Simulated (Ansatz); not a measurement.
**Geometry relaxation of BN3H7F (part 1 of 2)**

The run: geometry relaxation of BN3H7F. Method and program: RHF/6-31G* (Ansatz 0.2.0).

The input holds or restrains some coordinates. Forces given for the steps count only the free coordinates. It belongs to a series of runs on one base structure; here: pulled along the bonds that form and break, towards end B.

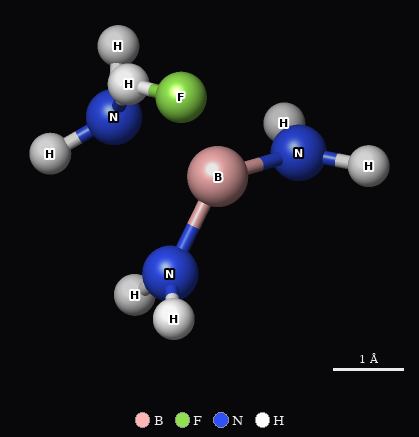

The input geometry (ball-and-stick view, seen at a tilt). Bond lengths as drawn: B–N 1.55 Å, F–H 1.08 Å and H–N 1.06 to 1.17 Å.

### Input
```yaml
crystal:
  periodic: [false, false, false]
  atoms:
    - { symbol: B, position_ang: [0.0, 0.0, 0.0] }
    - { symbol: F, position_ang: [0.0, 0.0, 1.67] }
    - { symbol: "N", position_ang: [1.3423, 0.0, -0.775] }
    - { symbol: H, position_ang: [1.8089, -0.9179, -1.0268] }
    - { symbol: H, position_ang: [1.7937, 0.9179, -1.0532] }
    - { symbol: "N", position_ang: [-1.3423, 0.0, -0.775] }
    - { symbol: H, position_ang: [-2.0112, -0.8164, -0.6764] }
    - { symbol: H, position_ang: [-1.5914, 0.8164, -1.4036] }
    - { symbol: "N", position_ang: [-0.2314, 1.7403, 0.5833] }
    - { symbol: H, position_ang: [-1.1621, 2.2275, 0.4417] }
    - { symbol: H, position_ang: [0.5667, 2.2503, 1.0593] }
    - { symbol: H, position_ang: [-0.1415, 1.0645, 1.5337] }
basis:
  gaussian: { orbitals: "6-31G*" }
hamiltonian:
  xc: hf
relax:
  f_tol: 0.15
  max_steps: 25
  restrain:
    - { distance: [0, 8], at: 1.55, k: 30.0 }
    - { distance: [11, 1], at: 0.92, k: 30.0 }
    - { distance: [0, 1], at: 2.52, k: 30.0 }
    - { distance: [11, 8], at: 2.26, k: 30.0 }
output:
  orbitals: {}
```

Command:
```bash
ansatz run input.yaml --threads 1 --pin off --max-ram 2048MiB --backend cpu --events-out ev --progress --plain --runs-dir out
```

### What the program printed
```
The last accepted step is kept in [file] (removed where the run ends without a failure and the disk answers)
Engine: ansatz 0.2.0, aarch64-unknown-linux-gnu
Functional definition: HF
  exchange = exact_x
  correlation = 0
1022 factors; integrals over basis functions are off by at most 4.2e-4 eV
mean field evaluation 1: about -7926.2530 eV, gradient 4.6e1 eV
mean field evaluation 2: about -7926.3191 eV, gradient 4.7e1 eV
mean field evaluation 4: about -7930.8580 eV, gradient 3.1e0 eV
mean field evaluation 8: about -7930.8978 eV, gradient 2.5e-1 eV
mean field -7930.89800495 eV, -291.4551259260 hartree, gradient 1.4e-5 eV, S^2 0.000000; 0 other end points of the search recorded, 0 dependent functions left out
the calculation of the forces begins
reference -7930.89800495 eV, -291.4551259260 hartree; 21, 21 occupied and 68, 68 virtual orbitals, 1022 factors
relax step   1: F+E_penalty+E_count = -7930.89800495 eV  Δ(F+E_penalty+E_count) = +0.000e0 eV  max|allowed force component| = 7.167e0 eV/Å  E_restraint = 30.41672985 eV  max|allowed force component, restraints' pulls added| = 2.840e1 eV/Å  Δτ_max = 0.0000 Å  (35 SCF iters, accepted)
  distance B 0 - N 8 = 1.8500 Å
  distance H 11 - F 1 = 1.0825 Å
  distance B 0 - F 1 = 1.6700 Å
  distance H 11 - N 8 = 1.1696 Å
these checks for a lower state are left out or cut short: starts, cluster_reference, orbital_swaps, neighbouring_geometries, increment
1022 factors; integrals over basis functions are off by at most 4.6e-4 eV
mean field evaluation 16: about -7932.3603 eV, gradient 4.5e-1 eV
mean field -7932.36067663 eV, -291.5088781189 hartree, gradient 2.3e-5 eV, S^2 0.000000; 0 other end points of the search recorded, 0 dependent functions left out
[... from here on the field's lines of each further geometry are left out, up to the last ...]
relax step   2: F+E_penalty+E_count = -7932.36067663 eV  Δ(F+E_penalty+E_count) = -1.463e0 eV  max|allowed force component| = 5.141e0 eV/Å  E_restraint = 14.49678581 eV  max|allowed force component, restraints' pulls added| = 1.966e1 eV/Å  Δτ_max = 0.1948 Å  (39 SCF iters, accepted)
relax step   3: F+E_penalty+E_count = -7933.52867275 eV  Δ(F+E_penalty+E_count) = -1.168e0 eV  max|allowed force component| = 3.962e0 eV/Å  E_restraint = 4.20535706 eV  max|allowed force component, restraints' pulls added| = 1.078e1 eV/Å  Δτ_max = 0.1949 Å  (32 SCF iters, accepted)
relax step   4: F+E_penalty+E_count = -7934.44845512 eV  Δ(F+E_penalty+E_count) = -9.198e-1 eV  max|allowed force component| = 2.061e0 eV/Å  E_restraint = 0.20643168 eV  max|allowed force component, restraints' pulls added| = 3.194e0 eV/Å  Δτ_max = 0.1949 Å  (30 SCF iters, accepted)
relax step   5: F+E_penalty+E_count = -7935.02684885 eV  Δ(F+E_penalty+E_count) = -5.784e-1 eV  max|allowed force component| = 1.216e0 eV/Å  E_restraint = 0.04736272 eV  max|allowed force component, restraints' pulls added| = 1.593e0 eV/Å  Δτ_max = 0.1945 Å  (30 SCF iters, accepted)
relax step   6: F+E_penalty+E_count = -7935.43532539 eV  Δ(F+E_penalty+E_count) = -4.085e-1 eV  max|allowed force component| = 1.402e0 eV/Å  E_restraint = 0.05639573 eV  max|allowed force component, restraints' pulls added| = 9.712e-1 eV/Å  Δτ_max = 0.1949 Å  (30 SCF iters, accepted)
relax step   7: F+E_penalty+E_count = -7935.71734287 eV  Δ(F+E_penalty+E_count) = -2.820e-1 eV  max|allowed force component| = 1.357e0 eV/Å  E_restraint = 0.05466790 eV  max|allowed force component, restraints' pulls added| = 7.643e-1 eV/Å  Δτ_max = 0.1999 Å  (30 SCF iters, accepted)
relax step   8: F+E_penalty+E_count = -7935.91595793 eV  Δ(F+E_penalty+E_count) = -1.986e-1 eV  max|allowed force component| = 1.408e0 eV/Å  E_restraint = 0.05860278 eV  max|allowed force component, restraints' pulls added| = 6.311e-1 eV/Å  Δτ_max = 0.1999 Å  (29 SCF iters, accepted)
relax step   9: F+E_penalty+E_count = -7936.03258943 eV  Δ(F+E_penalty+E_count) = -1.166e-1 eV  max|allowed force component| = 1.466e0 eV/Å  E_restraint = 0.04129888 eV  max|allowed force component, restraints' pulls added| = 2.423e-1 eV/Å  Δτ_max = 0.1999 Å  (30 SCF iters, accepted)
relax step  10: F+E_penalty+E_count = -7936.04546323 eV  Δ(F+E_penalty+E_count) = -1.287e-2 eV  max|allowed force component| = 1.625e0 eV/Å  E_restraint = 0.03963741 eV  max|allowed force component, restraints' pulls added| = 2.002e-1 eV/Å  Δτ_max = 0.1539 Å  (31 SCF iters, accepted)
the calculation of the forces begins
reference -7936.06745557 eV, -291.6450997324 hartree; 21, 21 occupied and 68, 68 virtual orbitals, 1022 factors
relax step  11: F+E_penalty+E_count = -7936.06745557 eV  Δ(F+E_penalty+E_count) = -2.199e-2 eV  max|allowed force component| = 1.387e0 eV/Å  E_restraint = 0.04045914 eV  max|allowed force component, restraints' pulls added| = 7.412e-2 eV/Å  Δτ_max = 0.1504 Å  (31 SCF iters, accepted)
  distance B 0 - N 8 = 1.5049 Å
  distance H 11 - F 1 = 0.9172 Å
  distance B 0 - F 1 = 2.5421 Å
  distance H 11 - N 8 = 2.2469 Å
1022 factors; integrals over basis functions are off by at most 5.9e-4 eV
mean field evaluation 96: about -7936.0675 eV, gradient 1.4e-5 eV
```

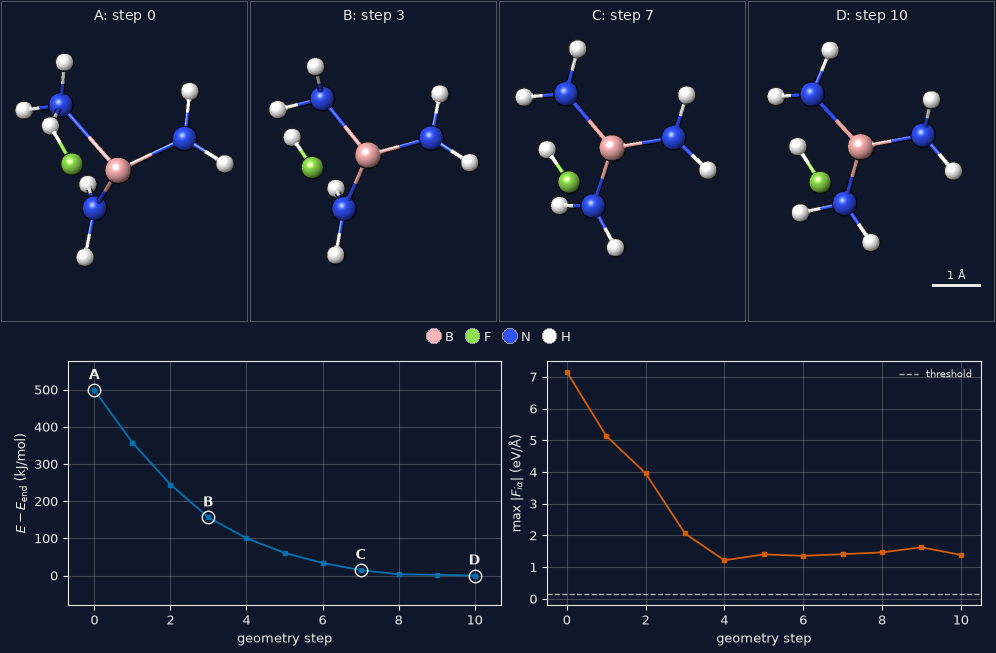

Frames of the restrained relaxation (ball-and-stick view, seen at a tilt) above the curves, on which the letters mark them (the first geometry is step 0 here and step 1 in the log).

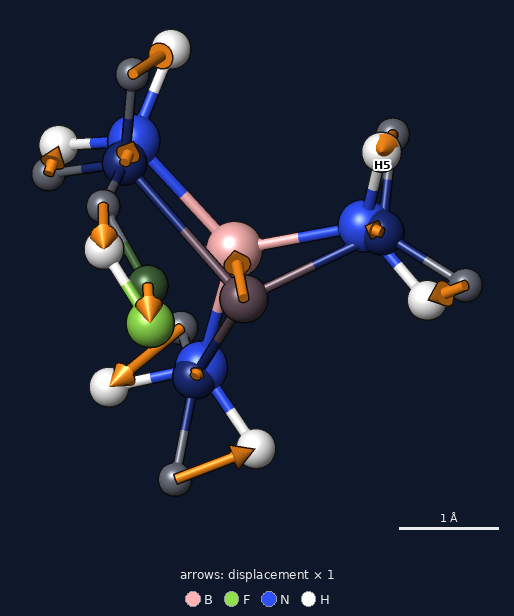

Start (faint) and end (solid) with the displacements as orange arrows, at true length (ball-and-stick view, seen at a tilt). The two geometries are laid on each other by the best rigid fit. The energy falls by 498.8 kJ/mol in 10 geometry steps. The largest force component goes from 7.2 to 1.4 eV/Å. H8 moves most after the best rigid fit: 1.10 Å. Largest moves by element: H 1.10 Å, B 0.80 Å, F 0.49 Å, N 0.34 Å. Among the contacts that change: N9–H12 1.170 → 2.247 Å, B1–N9 1.850 → 1.505 Å, F2–H12 1.082 → 0.917 Å, B1–N3 1.550 → 1.424 Å. Bonds break: N9–H12 (1.17 → 2.25 Å). Among the angles that change: N6–B1–N9 92.8° → 119.1°, N3–B1–N9 105.4° → 118.6°, H10–N9–H11 120.0° → 109.5°. (Atoms are counted from 1 in the order of the input.)

```
mean field -7936.06745557 eV, -291.6450997324 hartree, gradient 1.2e-5 eV, S^2 0.000000; 1 other end points of the search recorded, 0 dependent functions left out
the calculation of the forces begins
reference -7936.06745557 eV, -291.6450997324 hartree; 21, 21 occupied and 68, 68 virtual orbitals, 1022 factors
Total energy: -7936.06745557 eV, -291.6450997324 hartree
Atom 0 at    -0.072142     0.676808    -0.405216 Å, force    -0.024349     1.387189     0.053854 eV/Å
Atom 1 at    -0.083737    -0.414268     1.890781 Å, force    -0.025372    -0.211624     0.629164 eV/Å
Atom 2 at     1.207906     0.145227    -0.731640 Å, force    -0.033107     0.048393    -0.065690 eV/Å
Atom 3 at     1.298693    -0.796222    -1.042602 Å, force     0.015312     0.003993     0.006383 eV/Å
Atom 4 at     2.023756     0.457995    -0.255484 Å, force     0.008260    -0.017959     0.025697 eV/Å
Atom 5 at    -1.274414     0.082873    -0.872183 Å, force    -0.030796    -0.011890    -0.026585 eV/Å
Atom 6 at    -1.301198    -0.864008    -1.177193 Å, force    -0.004523    -0.000379     0.008329 eV/Å
Atom 7 at    -2.168729     0.412599    -0.587385 Å, force     0.007716    -0.013073     0.024494 eV/Å
Atom 8 at    -0.140623     1.987244     0.331619 Å, force     0.061574    -1.371375    -0.399922 eV/Å
Atom 9 at    -0.989378     2.504769     0.226698 Å, force     0.040559     0.001364    -0.013268 eV/Å
Atom 10 at     0.640013     2.594870     0.189751 Å, force    -0.015164     0.012783     0.043101 eV/Å
Atom 11 at    -0.108447     0.494712     2.010855 Å, force    -0.000110     0.172579    -0.285557 eV/Å
Dipole moment:    -0.046088     0.228419    -0.010644 e Å
```

### Trajectory as extended XYZ (Å, eV, eV/Å), 11 frames, from step=1 to step=11
```
12
Properties=species:S:1:pos:R:3:forces:R:3 step=1 energy=-7930.89801
B     0.0000    0.0000    0.0000   -0.2293   6.1555  -2.6353
F     0.0000    0.0000    1.6700    1.0706  -7.1665   0.3258
N     1.3423    0.0000   -0.7750   -0.4165  -1.3035   1.2795
H     1.8089   -0.9179   -1.0268   -0.8729   2.7430   0.3491
H     1.7937    0.9179   -1.0532   -1.0426  -2.7153   0.8909
N    -1.3423    0.0000   -0.7750   -0.3788  -2.5223   1.3656
H    -2.0112   -0.8164   -0.6764    1.3276   2.4477  -0.7800
H    -1.5914    0.8164   -1.4036    0.7200  -2.5045   1.6562
N    -0.2314    1.7403    0.5833    1.0221   2.3058   1.0140
H    -1.1621    2.2275    0.4417    2.6311  -0.6119   0.5513
H     0.5667    2.2503    1.0593   -1.6307   0.6454  -2.2510
H    -0.1415    1.0645    1.5337   -2.2005   2.5267  -1.7661
12
Properties=species:S:1:pos:R:3:forces:R:3 step=2 energy=-7932.36068
B    -0.0098    0.1469   -0.1275   -0.2175   5.1411  -2.3914
F     0.0100   -0.0666    1.8207   -0.0831   0.0126   0.2052
N     1.3449   -0.0026   -0.7693   -1.0751  -0.3417   1.2732
H     1.7982   -0.8949   -1.0227   -0.7425   1.7550   0.2088
H     1.7900    0.8879   -1.0460   -0.4203  -1.8155   0.5999
N    -1.3523   -0.0143   -0.7777    0.3188  -1.2672   0.8042
H    -2.0020   -0.8012   -0.6816    0.8569   1.3119  -0.5352
H    -1.5924    0.7851   -1.3901    0.0973  -1.7390   1.0729
N    -0.2081    1.7891    0.4461    1.6085  -0.8599   1.4692
H    -1.1400    2.2346    0.4346    1.6439  -0.4771   0.0931
H     0.5445    2.2660    1.0174   -1.6035  -0.0440  -1.9837
H    -0.1514    0.9526    1.6741   -0.3834  -1.6762  -0.8162
```
